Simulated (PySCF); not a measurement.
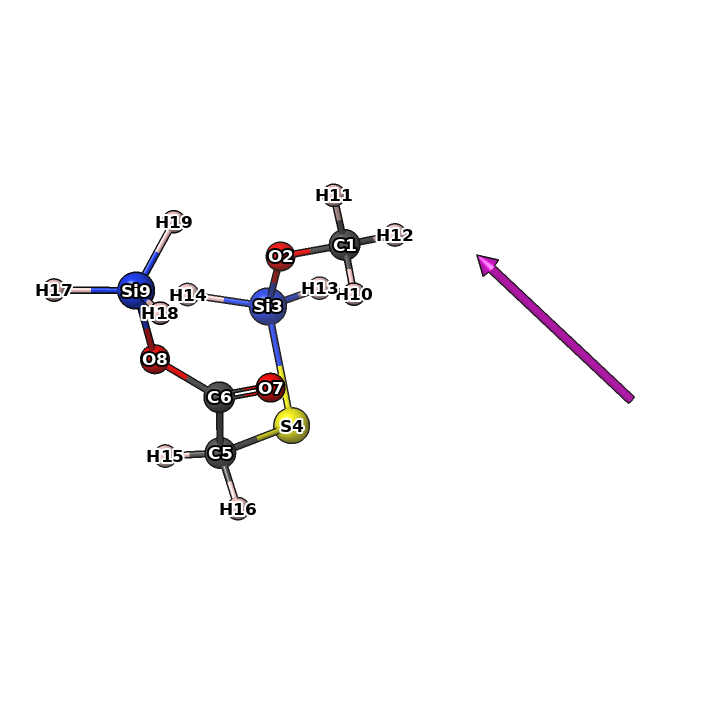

The arrow beside the molecule shows the direction of the dipole moment, from the negative to the positive end (its length means nothing). The computed structure is the end point of a GFN2-xTB optimisation. No frequency run is at hand to confirm it as a minimum. Level of theory: PBE0/pcSseg-1, gas phase (PySCF 2.14.0).

> Estimate the dipole moment.

1.72 D; it points from the side of S4, H16 to the side of H17 (the outermost atoms at the two ends).

The geometry is semi-empirical. Around Si such bond lengths and angles can be off by a tenth of an ångström or more and by several degrees, and values that hang on the shape move with them.
